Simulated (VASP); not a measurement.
Band structure of Ca (fcc). Level of theory: vdW-DF-cx, VASP's PBE PAW potentials (set 64) (plane waves; VASP).

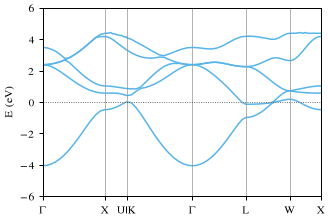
Figure. Bands along high-symmetry lines, zero at the valence-band maximum or, without a gap, the Fermi level

Question: Read the plot: is there a gap, and where are the band edges?

Answer: It has no gap at this level: it comes out as a metal or semimetal. (Edges off the drawn lines would not show.)

The compound is Ca in the fcc structure. It was relaxed first, which changed the volume by -5 %.
